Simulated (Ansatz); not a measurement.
CH4AlFO2

Input file:

```
crystal:
  periodic: [false, false, false]
  atoms:
    - { symbol: C, position_ang: [0.2155, -1.4239, -0.4401] }
    - { symbol: O, position_ang: [1.0329, -0.5666, 0.2889] }
    - { symbol: Al, position_ang: [0.373, 1.1818, 0.2737] }
    - { symbol: O, position_ang: [-0.6901, 1.7431, 1.5843] }
    - { symbol: F, position_ang: [0.9184, 2.3137, -1.0265] }
    - { symbol: H, position_ang: [1.69827, -1.24765, 0.56011] }
    - { symbol: H, position_ang: [0.1454, -1.0526, -1.5117] }
    - { symbol: H, position_ang: [-0.811, -1.3847, -0.0058] }
    - { symbol: H, position_ang: [-1.6552, 1.5434, 1.2599] }
basis:
  gaussian: { orbitals: def2-SVP }
hamiltonian:
  xc: b3lyp
relax:
  f_tol: 0.02
  max_steps: 50
output:
  orbitals: {}
```

Run with:

```sh
ansatz run input.yaml --threads 2 --pin off --max-ram 3072MiB --backend cpu --events-out ev --progress --plain --runs-dir out
```

The fields are those of the relaxed geometry.

The calculation used Ansatz 0.2.0, RKS B3LYP/def2-SVP.

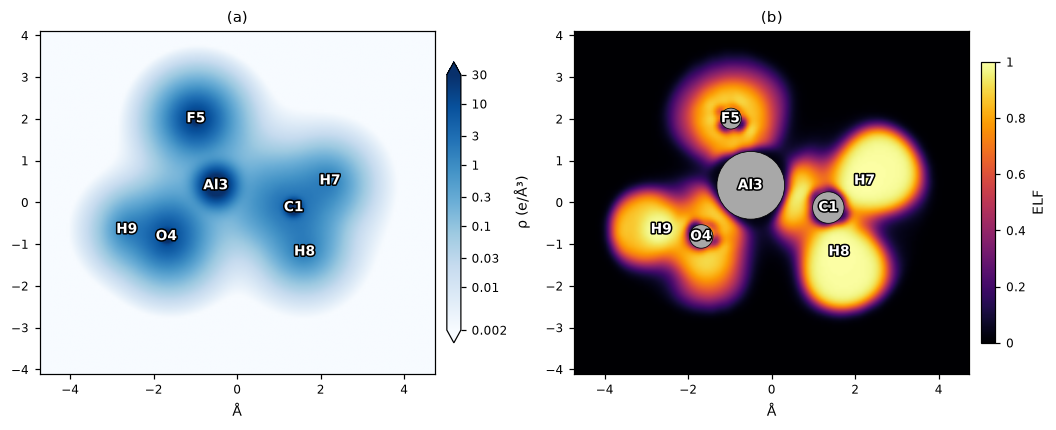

Figure 1. (a) total electron density; (b) ELF on the plane of atoms Al3, O4 and H9. Grey discs cover the atomic cores in the ELF map.

Interpret the plot.

Answer.
- Atoms in the plane: C, Al, O, F and H.
- Al–F (1.67 Å): ρ at the midpoint is about 0.78 e/Å³; the ELF peaks at about 0.85 in the valence shell of F, 0.5 Å from its nucleus, and is about 0.25 at the midpoint.
- Al–O (1.71 Å): ρ is about 0.83 e/Å³ halfway; the ELF peaks at about 0.90 in the valence shell of O, 0.6 Å from its nucleus, and is about 0.35 at the midpoint.
- C–Al (1.93 Å): the density is about 0.68 e/Å³ at the midpoint; the ELF peaks at about 0.95 between the atoms: a polar covalent bond.
- O–H (0.96 Å): ρ at the midpoint is about 3.6 e/Å³; the ELF climbs to about 1 towards the hydrogen, as it does in any bond to H; a covalent bond by its length.
- C–H (1.10 Å): ρ at the midpoint is about 2 e/Å³; the ELF climbs to about 1 towards the hydrogen; a covalent bond by its length.
- The ELF also peaks beside O4 and F5, away from the bonds: lone-pair regions.

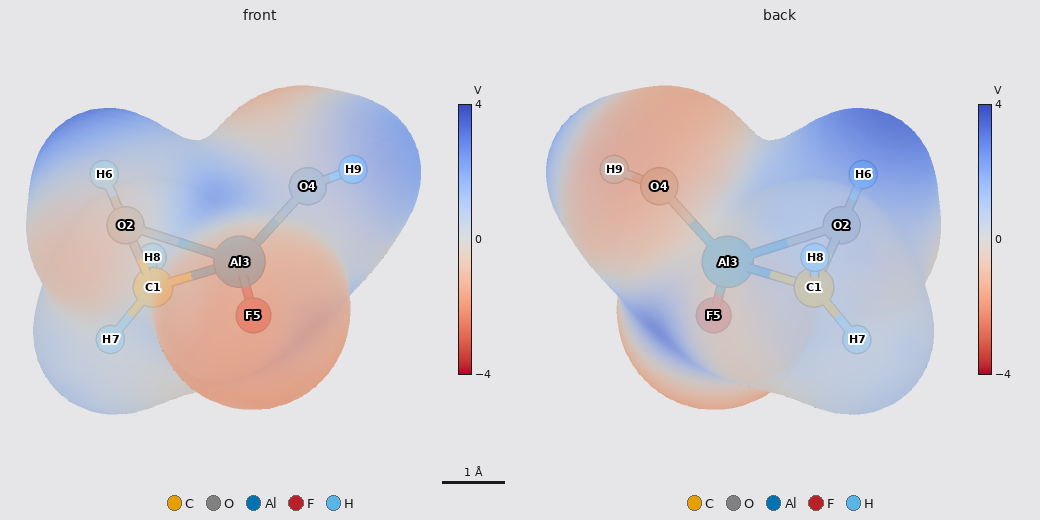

Figure 2. The electrostatic potential painted on the density surface at 0.002 e/bohr³, seen from the front and from behind; red is negative and blue positive.

Describe the electrostatic potential map.

Answer. The most negative region (about −1.7 V) lies over F5, the most positive (about +3.0 V) over H6.

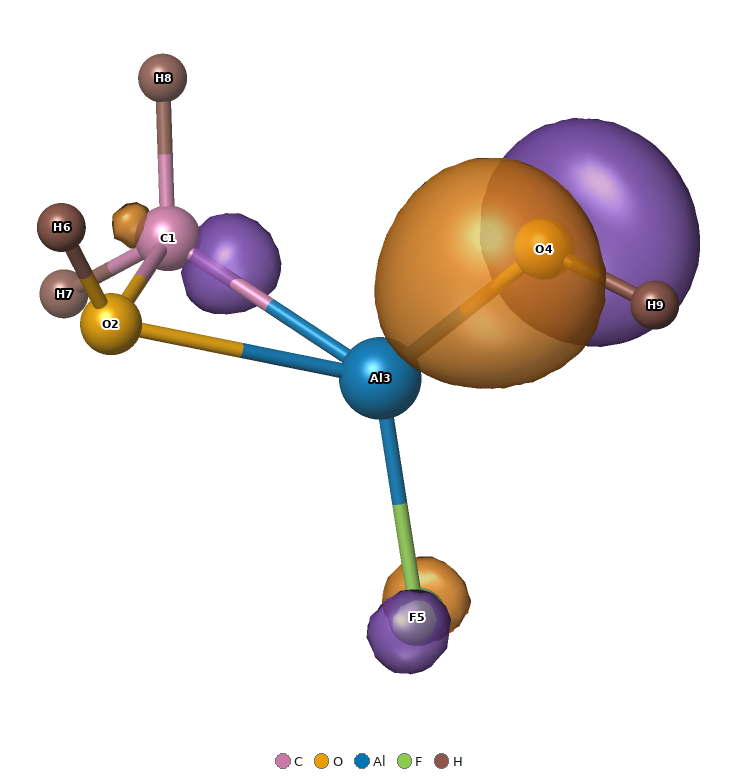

Figure 3. The HOMO−1 at ±0.2 Å⁻³ᐟ² (orange and purple are the two phases), seen at a tilt.

What is the character of this orbital?

Answer. By Hirshfeld shares it lies mainly on O4 (about 70 %) and Al3 (about 10 %); largely a lone pair of O4. Its energy is −8.39 eV.
